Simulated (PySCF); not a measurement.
# Excited-state calculation, with input and output: C3H8B3N3

The run: excited-state calculation of C3H8B3N3. Method and program: TDDFT PBE0/def2-SVPD, vertical, gas phase, core orbitals frozen in the response (PySCF 2.14.0).

The geometry comes from this level: GFN2-xTB. It belongs to a series of runs on one base structure; here: constitutional isomer.

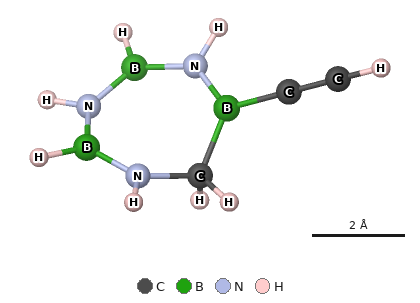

*The structure (ball-and-stick view, seen at a tilt).*

## The input
```
{"job": {"kind": "uv", "xc": "PBE0", "basis": "def2-SVPD", "nstates": 8, "ntriplets": 3}, "charge": 0, "multiplicity": 1}
C      3.185140    -1.859225    -0.401432
C      2.165542    -1.218940    -0.390364
B      0.872169    -0.419400    -0.365148
C     -0.529206    -1.200612    -0.347578
N     -1.424863    -0.760997     0.722239
B     -1.860858     0.523765     0.990348
N     -1.363604     1.686214     0.293972
B     -0.129530     1.958594    -0.309963
N      0.914947     0.974949    -0.434510
H      4.073922    -2.422505    -0.412698
H     -0.382085    -2.279428    -0.250457
H     -1.033512    -1.040421    -1.312003
H     -1.778142    -1.523320     1.277684
H     -2.685342     0.673337     1.818176
H     -1.964051     2.490936     0.395394
H      0.104653     3.053401    -0.680891
H      1.827824     1.375681    -0.602680
```

The first line tells a small driver script what to run in PySCF; the rest is the geometry in Å.

Machine: 1 CPU thread, shared host.

Launch command:
```bash
OMP_NUM_THREADS=1 python <driver script> task.json out
```

## What the program printed
```
coarse grid: 14664 points
cycle   1  E = -357.2831099797  dE =  1.212e+00  |g| = 5.636e-01  |ddm| = 1.269e+01
cycle   2  E = -357.2380822010  dE =  4.503e-02  |g| = 7.234e-01  |ddm| = 3.094e+00
cycle   3  E = -357.3581018338  dE = -1.200e-01  |g| = 1.565e-01  |ddm| = 1.662e+00
cycle   4  E = -357.3634208263  dE = -5.319e-03  |g| = 6.771e-02  |ddm| = 4.045e-01
cycle   5  E = -357.3644921951  dE = -1.071e-03  |g| = 2.039e-02  |ddm| = 1.485e-01
cycle   6  E = -357.3645964547  dE = -1.043e-04  |g| = 2.720e-03  |ddm| = 5.320e-02
cycle   7  E = -357.3645983361  dE = -1.881e-06  |g| = 6.200e-04  |ddm| = 1.146e-02
final grid: 143200 points
cycle   8  E = -357.4066575574  dE = -4.100e-05  |g| = 8.772e-03  |ddm| = 2.221e-01
cycle   9  E = -357.4066448075  dE =  1.275e-05  |g| = 1.173e-02  |ddm| = 3.744e-02
cycle  10  E = -357.4066757937  dE = -3.099e-05  |g| = 1.220e-03  |ddm| = 2.240e-02
cycle  11  E = -357.4066761099  dE = -3.162e-07  |g| = 5.336e-04  |ddm| = 3.485e-03
cycle  12  E = -357.4066761771  dE = -6.720e-08  |g| = 1.783e-04  |ddm| = 1.295e-03
cycle  13  E = -357.4066761850  dE = -7.918e-09  |g| = 2.953e-05  |ddm| = 4.347e-04
cycle  14  E = -357.4066761852  dE = -1.918e-10  |g| = 1.180e-05  |ddm| = 1.147e-04
```

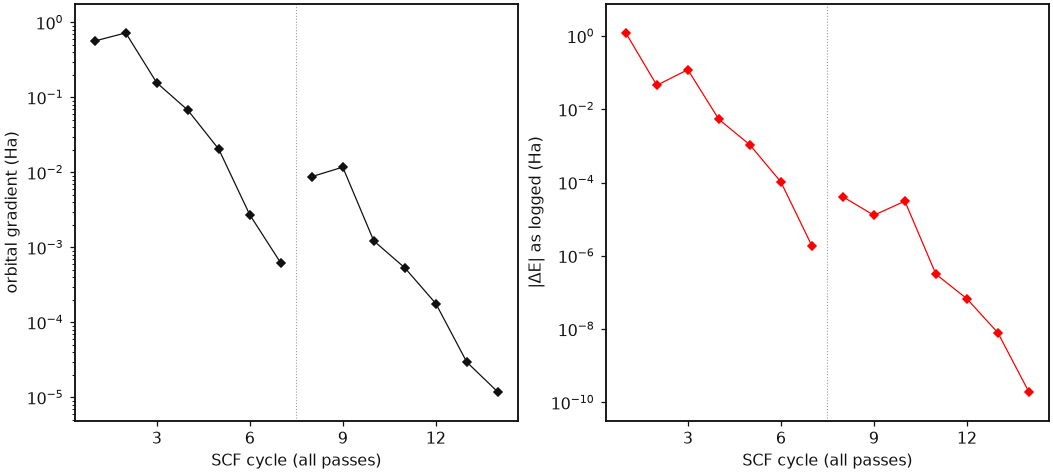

*Convergence of the self-consistent field: orbital gradient and size of the energy change against the SCF cycle. The dotted line marks the change from a coarse to the final integration grid.*

The first 7 cycles use a coarse grid, the final grid takes over at cycle 8, and the field converges after 14 cycles in all.

```
converged SCF energy = -357.4066761852

Static polarisability (au): isotropic 96.689, principal 67.458 92.257 130.351

Singlet excitations
state   eV       nm        f      main configurations
  1   4.5078    275.0   0.01466   H->L 0.93
  2   5.2886    234.4   0.02215   H-2->L 0.69, H-1->L 0.20
  3   5.6360    220.0   0.13808   H-1->L 0.63, H-2->L 0.21
  4   6.1761    200.7   0.02572   H->L+1 0.81
  5   6.2793    197.4   0.01760   H-3->L 0.47, H->L+2 0.26, H->L+1 0.10
  6   6.5648    188.9   0.11792   H->L+2 0.57, H-3->L 0.29
  7   6.7397    184.0   0.02402   H-4->L 0.86
  8   6.8539    180.9   0.04308   H->L+3 0.55, H->L+5 0.16

Triplet excitations (Tamm-Dancoff, eV): 4.1243 4.4375 4.9000
```

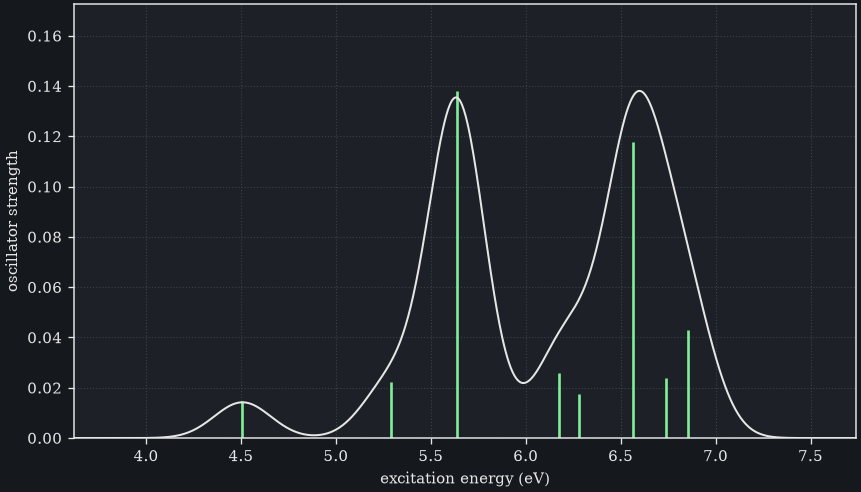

*Computed excitations as sticks (degenerate states added up, dark ones marked on the axis), with a Gaussian envelope of 0.35 eV full width at half maximum, scaled to the tallest.*

Of the 8 states the lowest lies at 4.51 eV (f = 0.015); the strongest line is at 5.64 eV, or 220 nm (f = 0.138).

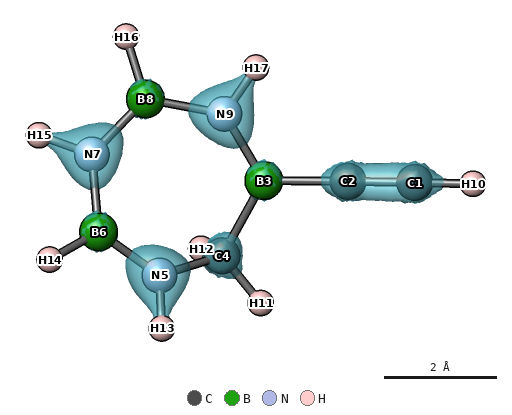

*Isosurface of the electron density at 2 e/Å³ (cyan), seen face on.*

At this value the surface falls into 13 separate pieces. It is pinched off along the B–N (1.38 Å), C–N (1.46 Å) and C–B (1.52 Å) contacts. On the grid the lowest density along these lines, outside the cores, is 2.7 e/Å³ (C–C, 1.20 Å), 1.6 e/Å³ (B–N, 1.38 Å), 1.7 e/Å³ (C–N, 1.46 Å) and 1.2 e/Å³ (C–B, 1.52 Å).

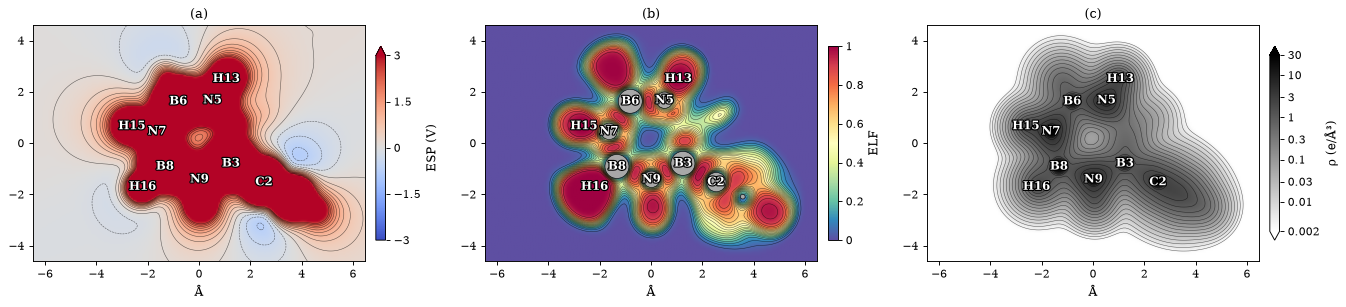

*(a) electrostatic potential; (b) ELF; (c) electron density on the plane of atoms N7, B8 and H16. Grey discs, where drawn, cover atomic cores.*

The section cuts through C, B, N and H sites. C–B (1.52 Å): ρ is about 1.5 e/Å³ halfway; the ELF peaks at about 1 between the atoms, which marks localised, shared-pair bonding.

## Summary

```csv
quantity,value
outcome,converged
total energy,−357.406676 hartree
HOMO,−6.95 eV
LUMO,−1.22 eV
dipole moment,0.66 D
mean polarisability,96.69 a.u.
lowest singlet excitation,4.51 eV
wall time,1.8 min
peak memory,0.95 GiB
```
